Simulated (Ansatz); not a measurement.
## A computed series for Sr2MgMoO6: pressure series

The parent structure is Sr₂MgMoO₆ (space group I4/m, No. 87; a cell from a computed database, its experimental status unchecked).

```xyz
10
Lattice="-2.7663 2.7663 3.9738 2.7663 -2.7663 3.9738 2.7663 2.7663 -3.9738" Properties=species:S:1:pos:R:3 pbc="T T T"
Sr     0.0000     2.7663     1.9869
Sr     2.7663     0.0000     1.9869
Mg     0.0000     0.0000     3.9738
Mo     0.0000     0.0000     0.0000
O      0.0000     0.0000     6.0302
O      0.0000     0.0000     1.9173
O      1.2071     1.6610     3.9738
O      1.5593     1.1053     0.0000
O      1.1053     3.9734     0.0000
O      1.6610    -1.2071     3.9738
```

Cell and atoms are relaxed at each pressure.

Level of theory: Kohn–Sham DFT with the PBEsol functional, run in Ansatz (a first-principles code) with PAW and 420 eV plane waves, no SOC.

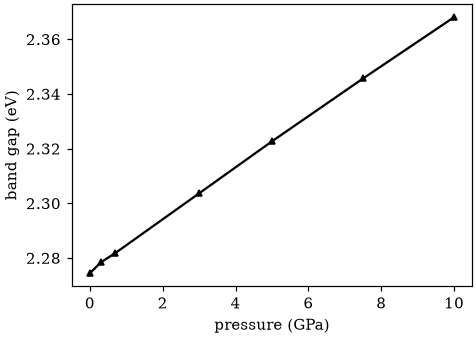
*Band gap against pressure*

Q: From the plot, what is the band gap for pressure 10 GPa?

A: About 2.37 eV.

Q: Is the trend monotonic over the range shown?

A: Yes, it rises throughout, spanning 2.27 eV to 2.37 eV.

Load acts through the strain it causes; cell and atoms are relaxed under it. Stability against distortions was not tested. No other phases were tried under pressure.
